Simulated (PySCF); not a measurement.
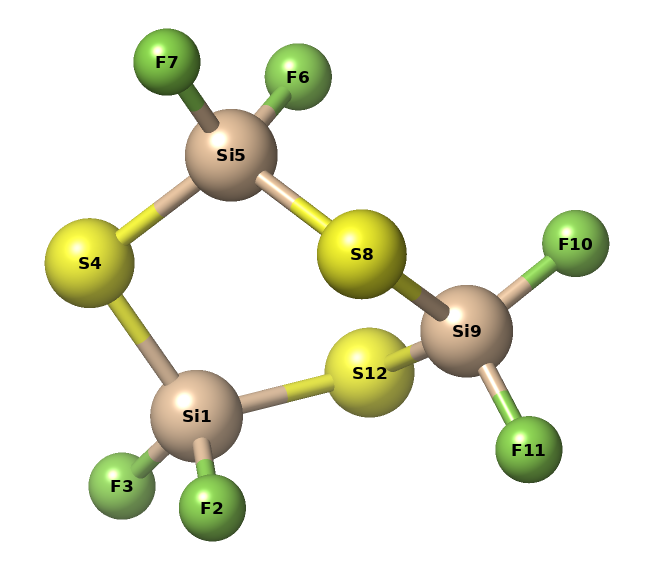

The computed structure is the end point of a PBE0-D3(BJ)/def2-SVP optimisation. No frequency run is at hand to confirm it as a minimum. Method: delta-SCF UKS SCAN, pcX-2 on the ionised atom (unc-x2c-TZVPall on a metal), pcseg-1 elsewhere, spin-free X2C (PySCF 2.14.0).

Give the core-electron binding energies (to vacuum; p and d levels without spin–orbit splitting) of Si1 1s, Si1 2p, F2 1s, S4 1s, S4 2p.

```tsv
atom	level	binding energy (eV)
Si1	1s	1850.7
Si1	2p	110.7
F2	1s	693.6
S4	1s	2478.2
S4	2p	170.8
```
